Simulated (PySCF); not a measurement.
SMILES B[Si](C)(C)C (C3H11BSi) at its GFN2-xTB optimised geometry (Å):

```
16

B     -1.6117     0.0664     0.0000
H     -2.2246     1.0630     0.0000
H     -2.2344    -0.9236    -0.0212
Si     0.3551     0.0664     0.0000
C      1.1208     1.4225     1.1240
C      1.0303     0.4037    -1.7697
C      1.1495    -1.5886     0.5600
H      2.2059     1.4177     1.0769
H      0.7852     2.4126     0.8291
H      0.8395     1.2809     2.1639
H      0.6854     1.3622    -2.1465
H      0.7028    -0.3596    -2.4697
H      2.1160     0.4169    -1.7826
H      0.8280    -2.4126    -0.0707
H      0.8714    -1.8354     1.5810
H      2.2344    -1.5515     0.5192
```

Level of theory: CAM-B3LYP/def2-TZVP (PySCF 2.14.0). Cells within 0.4 Å of a nucleus heavier than hydrogen are left out (blank, or x).

Map of the Laplacian of the electron density (e/bohr⁵), clipped to [-1.50, 1.50] on the plane z = 0.0 Å:

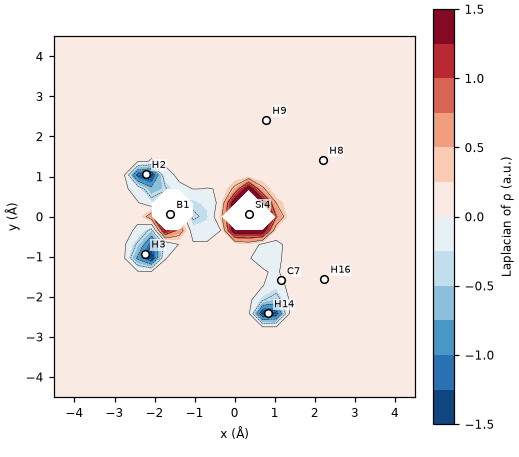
Fig. 1. Laplacian of the electron density (e/bohr⁵), clipped to [-1.50, 1.50] on the plane z = 0.0 Å.
